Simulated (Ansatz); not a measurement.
# Bands, cutoff and cost in G0W0 for Ga2AsP (zincblende [001] superlattice)

Aim: see how the G0W0 gap of Ga2AsP (zincblende [001] superlattice) on PBEsol moves with empty bands and screening cutoff, and what each rung costs.

Program: Ansatz 0.2.0. Level of theory: G0W0 on PBEsol, plane waves, PAW; PAW set soft_1. Results are calculated unless marked as measured.

## (1) The structure

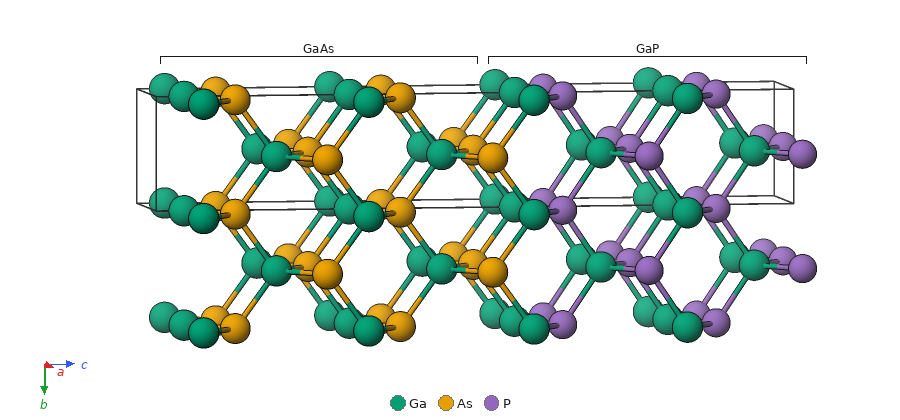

The starting structure, seen from the side, with the c axis across the page (gallium teal, arsenic orange, phosphorus purple). 2×2×1 cells are drawn. Some periodic images of atoms are drawn too.

The cell holds 16 atoms: 8 Ga, 4 As and 4 P. Its edges and angles: a = 3.927 Å, b = 3.927 Å, c = 22.153 Å, α = 90.0°, β = 90.0°, γ = 90.0°. It derives from GaAs. Regions: GaAs, 8 atoms (4 Ga and 4 As); GaP, 8 atoms (4 Ga and 4 P). The structure's axis is c.

The structure was relaxed with PBEsol. The runs that relaxed it are not among those shown.

## (2) 167 empty bands, screening to 36 eV

Now the one-shot GW correction: screening in the RPA, then the self-energy of the levels asked for. This step takes PAW set soft_1 files.

input.yaml reads:

```yaml
crystal:
  lattice:
    - [3.9267132076, 0.0, 0.0]
    - [0.0, 3.9267132076, 0.0]
    - [0.0, 0.0, 22.1527784716]
  atoms:
    - { symbol: Ga, position: [0.0, 0.0, 0.0299911296] }
    - { symbol: As, position: [0.5, 0.0, 0.0948201336] }
    - { symbol: Ga, position: [0.5, 0.5, 0.1595617726] }
    - { symbol: As, position: [0.0, 0.5, 0.2244072261] }
    - { symbol: Ga, position: [0.0, 0.0, 0.2892532997] }
    - { symbol: As, position: [0.5, 0.0, 0.3540993733] }
    - { symbol: Ga, position: [0.5, 0.5, 0.4189448268] }
    - { symbol: As, position: [0.0, 0.5, 0.4836864657] }
    - { symbol: Ga, position: [0.0, 0.0, 0.5485154698] }
    - { symbol: P, position: [0.5, 0.0, 0.6086973828] }
    - { symbol: Ga, position: [0.5, 0.5, 0.668944743] }
    - { symbol: P, position: [0.0, 0.5, 0.7290964393] }
    - { symbol: Ga, position: [0.0, 0.0, 0.7892532997] }
    - { symbol: P, position: [0.5, 0.0, 0.84941016] }
    - { symbol: Ga, position: [0.5, 0.5, 0.9095618564] }
    - { symbol: P, position: [0.0, 0.5, 0.9698092166] }
kpoints:
  mp_grid: { grid: [4, 4, 1] }
hamiltonian:
  xc: pbesol
  pseudopotentials: { kind: paw, azcp: { folder: soft_1 }, xc_functional: pbe }
scf:
  occupations: { method: fixed }
gw:
  n_empty_bands: 167
  ecut_chi: 36
  qp_bands: [v4, c4]
  qp_kpoints: band_edges
  screening: { model: contour_deformation }
```

On the command line:

```console
$ ansatz run input.yaml --threads 8 --pin off --max-ram 17510MiB --backend cpu --events-out ev --progress --plain --runs-dir out
```

Numbers of over 12 decimals in the logs are rounded to 6 here.

Log:

```text
Engine: ansatz 0.2.0, aarch64-unknown-linux-gnu
Pseudopotentials: kind: paw
Pseudopotential: Ga, paw, valence charge 13, recommended cutoff 420 eV (normal), soft_1/Ga.paw.azcp
Pseudopotential: As, paw, valence charge 15, recommended cutoff 420 eV (normal), soft_1/As.paw.azcp
Pseudopotential: P, paw, valence charge 5, recommended cutoff 420 eV (normal), soft_1/P.paw.azcp
Functional definition: PBEsol
  exchange = pbesol_x
  correlation = pbesol_c
Crystal: 16 atoms, lattice volume = 341.575 Å³
Basis set: ecut = 420 eV, 6707 PW (Γ)
Bands: 111, of which v1, the nominal top of the filled ones, is band 92 counted from 1 (91 counted from 0)
Symmetry: 8 space group operations
Space group: P-4m2 (ITA 115), of the structure as read, at distance tolerance 7.0e-5 Å
k-points: 6 of 16
Non-local potential: Ga, projectors of the file, l = 0: 2, l = 1: 2, l = 2: 3, l = 3: 1
Non-local potential: As, projectors of the file, l = 0: 2, l = 1: 2, l = 2: 3, l = 3: 1
Non-local potential: P, projectors of the file, l = 0: 2, l = 1: 2, l = 2: 1
PAW form: soft (Blöchl's): semilocal exchange-correlation on the pseudo side does not see the compensation charge
PAW frozen core: Ga, regenerated for the run's functional, and the local potential with it (the file was generated under x = pbe(κ = 0.804, μ = 0.219515), c = pbe(β = 0.066725))
PAW frozen core: As, regenerated for the run's functional, and the local potential with it (the file was generated under x = pbe(κ = 0.804, μ = 0.219515), c = pbe(β = 0.066725))
PAW frozen core: P, regenerated for the run's functional, and the local potential with it (the file was generated under x = pbe(κ = 0.804, μ = 0.219515), c = pbe(β = 0.066725))
PAW one-centre angular grid: Ga, 590 points (default); XC on 64 Gauss nodes
PAW one-centre angular grid: As, 590 points (default); XC on 64 Gauss nodes
PAW one-centre angular grid: P, 110 points (default); XC on 64 Gauss nodes
Initial density: superposition of atomic densities (chi_scale 0.1, normalization cell, long waves 33 % of neutral atoms (reshape's long-wave potential 1.33 eV rms, cloud 2.41 Å wide))
Initial wavefunctions: pseudopotential atomic-orbital guess
Functional: x = pbesol(κ = 0.804, μ = 0.123457), c = pbesol(β = 0.046)
SCF iter   1: F=—  HF=-52165.026227 eV  |F-HF|=—  |Δ(HF+E_count)|=         —  Δρ=4.48e-2  dr2=1.60e1  ethr=3.10e-3  ⟨swp⟩=5.0  Hψ=2148  notcnv=0  defer=90
preconditioner: auto → Resta (q_TF=auto, 2.461 Å⁻¹)  ε∞=3.9  [insulator: Δε(μ)=0.026 eV  Ē_g=14.054 eV  n_scr=96 (ndim 8)  ℏωp=24.1 eV  f_vac=0.000  ε∞_Penn≈3.9]
SCF iter   2: F=—  HF=-52163.869181 eV  |F-HF|=—  |Δ(HF+E_count)|=    1.16e0  Δρ=2.62e-2  dr2=5.14e0  ethr=3.10e-3  ⟨swp⟩=3.0  Hψ=872  notcnv=0  defer=94
SCF iter   3: F=—  HF=-52163.287624 eV  |F-HF|=—  |Δ(HF+E_count)|=   5.82e-1  Δρ=1.59e-2  dr2=7.12e-1  ethr=2.79e-3  ⟨swp⟩=2.3  Hψ=918  notcnv=0  defer=94
SCF iter   4: F=—  HF=-52163.163718 eV  |F-HF|=—  |Δ(HF+E_count)|=   1.24e-1  Δρ=4.03e-3  dr2=1.68e-1  ethr=3.87e-4  ⟨swp⟩=3.0  Hψ=1145  notcnv=0  defer=97
SCF iter   5: F=—  HF=-52163.143027 eV  |F-HF|=—  |Δ(HF+E_count)|=   2.07e-2  Δρ=1.33e-3  dr2=3.42e-2  ethr=9.16e-5  ⟨swp⟩=3.0  Hψ=1049  notcnv=0  defer=101
SCF iter   6: F=—  HF=-52163.142062 eV  |F-HF|=—  |Δ(HF+E_count)|=   9.65e-4  Δρ=5.60e-4  dr2=1.92e-3  ethr=1.86e-5  ⟨swp⟩=3.0  Hψ=1064  notcnv=0  defer=101
SCF iter   7: F=—  HF=-52163.142787 eV  |F-HF|=—  |Δ(HF+E_count)|=   7.25e-4  Δρ=2.02e-4  dr2=4.80e-4  ethr=1.04e-6  ⟨swp⟩=2.0  Hψ=1247  notcnv=0  defer=102
SCF iter   8: F=—  HF=-52163.142797 eV  |F-HF|=—  |Δ(HF+E_count)|=   9.25e-6  Δρ=5.46e-5  dr2=1.63e-5  ethr=2.61e-7  ⟨swp⟩=2.0  Hψ=1144  notcnv=0  defer=101
SCF iter   9: F=—  HF=-52163.142810 eV  |F-HF|=—  |Δ(HF+E_count)|=   1.32e-5  Δρ=2.79e-5  dr2=1.91e-6  ethr=8.87e-9  ⟨swp⟩=2.2  Hψ=1124  notcnv=0  defer=97
SCF iter  10: F=—  HF=-52163.142811 eV  |F-HF|=—  |Δ(HF+E_count)|=   1.45e-6  Δρ=6.70e-6  dr2=2.42e-7  ethr=1.04e-9  ⟨swp⟩=2.0  Hψ=1143  notcnv=0  defer=97
SCF iter  11: F=-52163.142811 eV  HF=-52163.142811 eV  |F-HF|=8.32e-9  |Δ(HF+E_count)|=   8.49e-8  Δρ=3.25e-6  dr2=3.12e-8  ethr=5.43e-11  ⟨swp⟩=13.2  Hψ=3476  notcnv=0
SCF 1 converged in 11 iterations: F = -52163.142811 eV  dr2 = 3.12e-8
  greatest PAW one-centre occupation: 0.999 electrons in one spin orbital (limit 2), on the As atom at site 5 (counted from 0), in its partial waves of l = 2
NSCF: frozen V_eff on 6 k-points
G₀W₀ screening: q 1/6
[... further progress lines ...]
NSCF: frozen V_eff on 1 k-points
NSCF: frozen V_eff on 1 k-points
[...]
SCF converged after 11 iterations
Free energy (F): -52163.142811 eV
Harris-Foulkes:  -52163.142811 eV  (|F-HF|=8.32e-9)
Internal energy: -52163.142811 eV  (E = F + TS)
E sigma→0 (E₀):  -52163.142811 eV
Fermi energy:    7.541822 eV
--- Per-component energies (eV) ---
  E_band       = -1533.547797
  E_kinetic    = 1563.645987
  E_local      = -27630.079901  (includes V_loc(G=0)·N_el)
  E_nonlocal   = -2172.043015
  E_hartree    = 15720.379283
  E_xc         = -1072.045043
  E_vxc        = -988.866300  (∫ρ·V_xc dr)
  E_paw        = -25677.526061  (= ΣΔE_a)
  E_vpaw       = -3746.945618  (= ΣTr[D̂ρ^β])
  E_aug_tail   = -0.001638  (compensation charges beyond the density's cutoff)
  E_ewald      = -12906.426361
  E_core_change = 10.953938  (= ΣΔE_core)
  E_smearing   = -0.000000  (= −TS)
  E_closure    = 0.000000  (closes the sum)
  Σ components = -52163.142811   (vs F -52163.142811, Δ=0.00e0)
--- Band table (eV; the first three rows and the last of 6) ---
  k-point 0: bands = [... 88 lower, 6.8521, 7.4555, 7.5418, 7.5418, 8.5286, 8.6721, 8.6748, 8.9370, ... 15 higher]
  k-point 1: bands = [... 88 lower, 6.7847, 6.7864, 6.8627, 7.3190, 9.1444, 9.1717, 9.2677, 9.5630, ... 15 higher]
  k-point 2: bands = [... 88 lower, 6.5546, 6.5668, 6.5996, 6.6036, 8.6907, 8.6909, 9.7118, 9.7176, ... 15 higher]
  k-point 5: bands = [... 88 lower, 4.7650, 4.7683, 4.7683, 4.7692, 8.8845, 8.8845, 9.1130, 9.1132, ... 15 higher]
--- G₀W₀: contour deformation, 6 samples at zero and on the imaginary axis and 1 off it, 16 q-points, 167 empty bands' worth ---
  eigenvalues of the whole cell's RPA ε∞ on this k-mesh (on a slab, of 1 + 4πα/V) = 19.6609, 24.3060, 24.3060; static W/v taken at q = 0 is 0.042638
  bands read: the sum over 259 bands ends inside a degenerate multiplet in 1 slot, whose members it reads at an even weight; the widest, k=5: bands 259 to 260 (counted from 1) at 1/2 each
  gw.qp_kpoints: band_edges: 5 of 6 stored k-points solved, in 2 passes; an edge of the gap read off the rows below is read off those points alone
    valence top: of the k-points left out ik 4 came nearest to being solved in a further pass, in band 92 (counted from 1, as in the quasiparticle table): it holds the edge there only if its correction is more favourable than any solved in that band by at least 2.016 eV; those differ by 0.183 eV
    conduction bottom: of the k-points left out ik 4 came nearest to being solved in a further pass, in band 93 (counted from 1, as in the quasiparticle table): it holds the edge there only if its correction is more favourable than any solved in that band by at least 0.909 eV; those differ by 0.734 eV
  `?` marks the rows in doubt; gw_qp.tsv's column doubts and the gw_qp event give each row's grounds
    ik  band        ε_KS         Σx   Σc(E_QP)       V_xc       Z   E_QP_lin       E_QP  E_QP is
     0    89      6.8521   -16.4596     1.9983   -14.6197  0.7644     7.0101     7.0106  root
     0    90      7.4555   -16.8347     1.6668   -15.4000  0.7703     7.6868     7.6877  root
     0    91      7.5418   -17.0247     1.8555   -15.3865  0.7707     7.7582     7.7591  root
     0    92      7.5418   -17.0247     1.8555   -15.3865  0.7707     7.7582     7.7591  root
     0    93      8.5286   -11.3392    -3.2053   -15.6823  0.7791     9.6476     9.6664  root
     0    94      8.6721    -7.0174    -3.4824   -10.9947  0.7812     9.1739     9.1669  root
     0    95      8.6748    -7.6442    -3.4650   -11.7194  0.7785     9.2970     9.2850  root
     0    96      8.9370    -7.1920    -3.5142   -11.2162  0.7808     9.4547     9.4470  root
     1    89      6.7847   -16.4322     1.8929   -14.7217  0.7654     6.9665     6.9671  root
     1    90      6.7864   -16.4318     1.8895   -14.7261  0.7657     6.9696     6.9703  root
     1    91      6.8627   -16.5971     2.0545   -14.7131  0.7647     7.0326     7.0332  root
     1    92      7.3190   -16.8842     1.9424   -15.1566  0.7692     7.5328     7.5337  root
     1    93      9.1444    -9.1339    -3.4518   -13.4158  0.7770    10.0096     9.9745  root ?
     1    94      9.1717    -9.5230    -3.4155   -13.8185  0.7777    10.0998    10.0517  root ?
     1    95      9.2677    -7.7086    -3.5871   -11.9345  0.7769     9.9206     9.9065  root
     1    96      9.5630    -7.9575    -3.6166   -12.2388  0.7731    10.2438    10.2276  root
     2    89      6.5546   -16.4317     2.1765   -14.4113  0.7624     6.7101     6.7107  root
     2    90      6.5668   -16.4671     2.1824   -14.4413  0.7623     6.7229     6.7234  root
     2    91      6.5996   -16.4959     2.1798   -14.4784  0.7626     6.7614     6.7619  root
     2    92      6.6036   -16.5120     2.1834   -14.4930  0.7628     6.7675     6.7680  root
     2    93      8.6907    -9.5843    -3.3022   -13.7227  0.7801     9.5625     9.5268  root ?
     2    94      8.6909    -9.5840    -3.3052   -13.7233  0.7799     9.5602     9.5250  root ?
     2    95      9.7118    -9.2965    -3.5652   -13.7042  0.7714    10.5934    10.5543  root ?
     2    96      9.7176    -9.3134    -3.5658   -13.7227  0.7712    10.6004    10.5611  root ?
     3    89      6.1161   -16.1384     2.1151   -14.1460  0.7578     6.2385     6.2388  root
     3    90      6.1319   -16.1390     2.1191   -14.1421  0.7569     6.2538     6.2542  root
     3    91      6.2618   -16.2269     2.0673   -14.3089  0.7619     6.4106     6.4111  root
     3    92      6.2849   -16.2348     2.0650   -14.3208  0.7616     6.4355     6.4359  root
     3    93      9.4526    -7.6709    -3.4126   -11.7207  0.7801    10.1036    10.0898  root
     3    94     10.3045    -8.6448    -3.6754   -13.1336  0.7718    11.1516    11.1180  root ?
     3    95     10.3348    -8.6176    -3.6829   -13.1063  0.7718    11.1728    11.1406  root
     3    96     10.5802    -8.8814    -3.6319   -13.3133  0.7672    11.4122    11.3802  root
     5    89      4.7650   -15.7713     2.6254   -13.1776  0.7390     4.7967     4.7967  root
     5    90      4.7683   -15.7237     2.5996   -13.1613  0.7403     4.8055     4.8056  root
     5    91      4.7683   -15.7237     2.5996   -13.1613  0.7403     4.8055     4.8056  root
     5    92      4.7692   -15.7620     2.6230   -13.1731  0.7390     4.8032     4.8032  root
     5    93      8.8845    -6.9520    -3.4059   -10.7613  0.7856     9.2921     9.2879  root
     5    94      8.8845    -6.9520    -3.4059   -10.7613  0.7856     9.2921     9.2879  root
     5    95      9.1130    -8.0518    -3.3753   -12.0359  0.7806     9.7336     9.7217  root
     5    96      9.1132    -8.0525    -3.3762   -12.0365  0.7806     9.7328     9.7210  root
```

Run time: 47 s. Hardware: 8 threads of Arm Neoverse V2, shared host; peak memory 3.4 GiB.

Numbers from this step:

- bands summed: 259
- RPA ε∞ on this mesh (eigenvalues): 19.66, 24.31, 24.31
- plane waves in the screening matrix: 157
- q-points in the mesh: 16
- G0W0 gap on the mesh: 1.408 eV
- k of the valence top: 0, 0, 0
- k of the conduction bottom: 0, 0, 0
- starting gap on the mesh: 0.9868 eV
- Z at the valence top: 0.7707
- Z at the conduction bottom: 0.7812
- least direct G0W0 gap on the computed points: 1.408 eV

The gap on the mesh goes from 0.99 eV to 1.41 eV, a correction of +0.42 eV, though a band edge has moved to another state.

## (3) 662 empty bands, screening to 90 eV

Another rung: the empty bands reach about as high as the screening cutoff, so the two stay in balance.

input.yaml, as its differences from that of step 2:

```diff
@@ -30,4 +30,4 @@
 gw:
-  n_empty_bands: 167
-  ecut_chi: 36
+  n_empty_bands: 662
+  ecut_chi: 90.0
   qp_bands: [v4, c4]
```

Log:

```text
[...]
Crystal: 16 atoms, lattice volume = 341.575 Å³
Basis set: ecut = 420 eV, 6707 PW (Γ)
Bands: 111, of which v1, the nominal top of the filled ones, is band 92 counted from 1 (91 counted from 0)
[... 1 set-up line as in the run before ...]
[...]
k-points: 6 of 16
[...]
SCF iter   1: F=—  HF=-52165.026227 eV  |F-HF|=—  |Δ(HF+E_count)|=         —  Δρ=4.48e-2  dr2=1.60e1  ethr=3.10e-3  ⟨swp⟩=5.0  Hψ=2148  notcnv=0  defer=90
[...]
SCF iter  11: F=-52163.142811 eV  HF=-52163.142811 eV  |F-HF|=8.32e-9  |Δ(HF+E_count)|=   8.49e-8  Δρ=3.25e-6  dr2=3.12e-8  ethr=5.43e-11  ⟨swp⟩=13.2  Hψ=3476  notcnv=0
SCF 1 converged in 11 iterations: F = -52163.142811 eV  dr2 = 3.12e-8
[...]
NSCF: frozen V_eff on 6 k-points
G₀W₀ screening: q 1/6
[... further progress lines ...]
[...]
SCF converged after 11 iterations
Free energy (F): -52163.142811 eV
[...]
Internal energy: -52163.142811 eV  (E = F + TS)
E sigma→0 (E₀):  -52163.142811 eV
Fermi energy:    7.541822 eV
[...]
--- Band table (eV; the first three rows and the last of 6) ---
  k-point 0: bands = [... 88 lower, 6.8521, 7.4555, 7.5418, 7.5418, 8.5286, 8.6721, 8.6748, 8.9370, ... 15 higher]
  k-point 1: bands = [... 88 lower, 6.7847, 6.7864, 6.8627, 7.3190, 9.1444, 9.1717, 9.2677, 9.5630, ... 15 higher]
  k-point 2: bands = [... 88 lower, 6.5546, 6.5668, 6.5996, 6.6036, 8.6907, 8.6909, 9.7118, 9.7176, ... 15 higher]
  k-point 5: bands = [... 88 lower, 4.7650, 4.7683, 4.7683, 4.7692, 8.8845, 8.8845, 9.1130, 9.1132, ... 15 higher]
[...]
0    89      6.8521   -16.4596     1.4848   -14.6197  0.7575     6.4940     6.4971  root
     0    90      7.4555   -16.8347     1.1247   -15.4000  0.7615     7.1435     7.1455  root
     0    91      7.5418   -17.0247     1.3077   -15.3865  0.7626     7.2088     7.2113  root
     0    92      7.5418   -17.0247     1.3077   -15.3865  0.7626     7.2088     7.2113  root
     0    93      8.5286   -11.3392    -3.7958   -15.6823  0.7719     9.0840     9.0759  root
     0    94      8.6721    -7.0174    -3.8087   -10.9947  0.7778     8.8412     8.8406  root
     0    95      8.6748    -7.6442    -3.8312   -11.7194  0.7744     8.9202     8.9189  root
     0    96      8.9370    -7.1920    -3.8465   -11.2162  0.7777     9.1154     9.1147  root
[...]
5    93      8.8845    -6.9520    -3.7027   -10.7613  0.7831     8.9913     8.9910  root
     5    94      8.8845    -6.9520    -3.7027   -10.7613  0.7831     8.9913     8.9910  root
     5    95      9.1130    -8.0518    -3.7581   -12.0359  0.7767     9.3401     9.3390  root
     5    96      9.1132    -8.0525    -3.7580   -12.0365  0.7767     9.3404     9.3393  root
```

The job ended after 5 min (8 threads; peak memory 13 GiB; 37 min of CPU time).

This step gave:

- bands summed: 754
- RPA ε∞ on this mesh (eigenvalues): 18.94, 23.26, 23.26
- plane waves in the screening matrix: 647
- q-points in the mesh: 16
- G0W0 gap on the mesh: 1.629 eV
- k of the valence top: 0, 0, 0
- k of the conduction bottom: 0, 0, 0
- starting gap on the mesh: 0.9868 eV
- Z at the valence top: 0.7626
- Z at the conduction bottom: 0.7778
- least direct G0W0 gap on the computed points: 1.629 eV

Against the run with 4×4×1 mesh, 167 empty bands, screening to 36 eV, PAW set soft_1 files, the gap moves by +0.22 eV.

## (4) Convergence and cost

Times are wall times on 8 threads of Arm Neoverse V2, shared host, good to a factor of about two.

```
 mesh           files            frequency  bands summed  cutoff (eV)  start (eV)  G0W0 (eV)   time  host memory (GiB)
4×4×1  PAW set soft_1  contour deformation           259           36       0.987      1.408   47 s                3.4
4×4×1  PAW set soft_1  contour deformation           754           90       0.987      1.629  5 min                 13
```

The parts of the quasiparticle energy at the two band edges (eV; QP = start + Σx + Σc − Vxc):

```
      run               edge  start      Σx     Σc     Vxc     Z    QP
259 bands        valence top   7.54  -17.02   1.86  -15.39  0.77  7.76
259 bands  conduction bottom   8.67   -7.02  -3.48  -10.99  0.78  9.17
754 bands        valence top   7.54  -17.02   1.31  -15.39  0.76  7.21
754 bands  conduction bottom   8.67   -7.02  -3.81  -10.99  0.78  8.84
```

 Where G0W0 reorders the edges (259 bands and 754 bands), the two states listed lie further apart at the start than the starting gap.

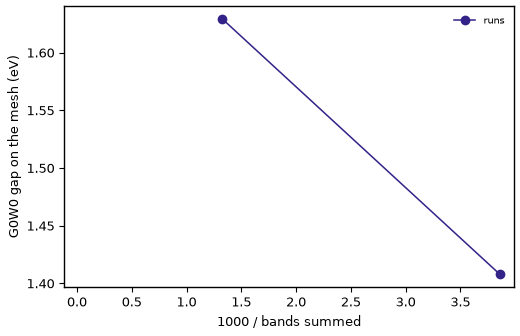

The gap against one over the number of bands.

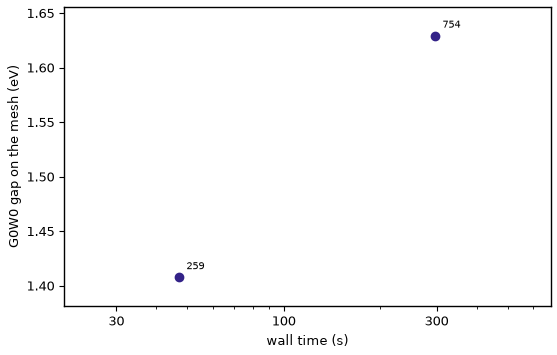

Result against wall time.

## (5) Outcome

```yaml
259_bands_36_ev: 1.408 eV
754_bands_90_ev: 1.629 eV
mesh_and_start: 4×4×1, PBEsol
```

What this shows: From 259 to 754 bands the gap moves by +0.22 eV while the time grows 6.3-fold. Σc changes by −0.55 eV at the valence top and −0.33 eV at the conduction bottom, so the levels themselves move more than the gap between them. The states at the edges change along the series or lie close to crossing, so no limit is drawn from it. The 4×4×1 mesh is coarse for this cell (its supercell is 16 Å along the shortest edge). The RPA ε∞ on it, from the PBEsol start, is 18.94 and 23.26; such meshes misread the long-range screening, most where the gap is narrow. The many-body steps are scalar-relativistic: spin-orbit coupling is not in them.

[Paths, hosts, dates, memory and timing lines, banners, echoed tables and standing remarks are left out of the program output.]

[Logs are printed without paths, hosts, clocks, repeated set-up lines and the standing remarks that a program may print on its own settings, such as how far it seeks lower states.]

[Runs of the session that timed out or met a known fault of the program may be left out.]

[Cells called generated may have been cut or substituted from an entry of the Crystallography Open Database or the Materials Project.]

[Hosts, paths, dates, database ids (printed as entryN), source tags and the programs' standing remarks are cut or masked in the printed files.]
